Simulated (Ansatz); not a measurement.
| atom | x (Å) | y (Å) | z (Å) |
| --- | --- | --- | --- |
| C | -2.3423 | 1.7096 | -0.5866 |
| C | -1.2583 | 0.7433 | -1.0673 |
| C | -0.1717 | 1.4670 | -1.8649 |
| C | -0.6294 | -0.0328 | 0.1055 |
| F | -3.2077 | -2.3103 | -0.8069 |
| N | -1.5618 | -0.8196 | 0.9031 |
| Si | -2.1593 | -2.3603 | 0.4513 |
| H | -2.8039 | 2.2435 | -1.4320 |
| H | -3.1451 | 1.1764 | -0.0547 |
| H | -1.9206 | 2.4676 | 0.0970 |
| H | -1.7396 | -0.0040 | -1.7248 |
| H | -0.5960 | 1.9882 | -2.7373 |
| H | 0.3376 | 2.2226 | -1.2420 |
| H | 0.5953 | 0.7659 | -2.2326 |
| H | 0.1417 | -0.7143 | -0.2947 |
| H | -0.0956 | 0.6773 | 0.7638 |
| H | -2.1099 | -0.2723 | 1.5597 |
| H | -2.9032 | -2.9209 | 1.6061 |
| H | -1.0267 | -3.2002 | -0.0111 |

Geometry: B3LYP-D3(BJ)/def2-SVP.

Level of theory: isolated molecule in a Gaussian basis; Kohn-Sham density functional theory, functional PBE0 (Ansatz 0.2.0).

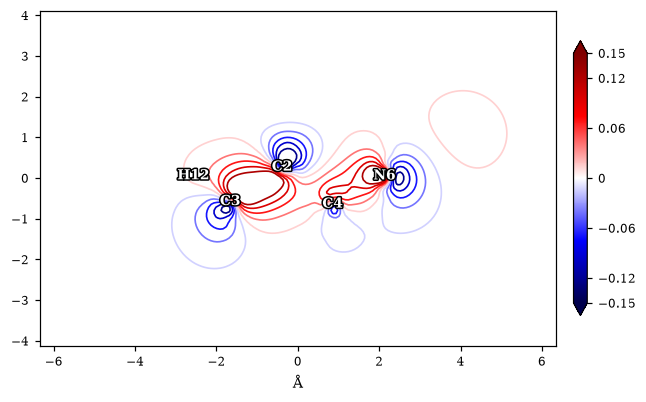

C4H12FNSi (SMILES CC(C)CN[SiH2]F). The HOMO−1 on the plane of atoms C3, C2 and C4 (values in Å⁻³ᐟ²; the overall sign is arbitrary).

> Where does this orbital lie, and at what energy?

It lies mainly on C2 (about 20 %), H11 (about 15 %), C1 (about 10 %), C4 (about 10 %), C3 (about 10 %) and H16 (about 5 %). Its energy is −9.17 eV.
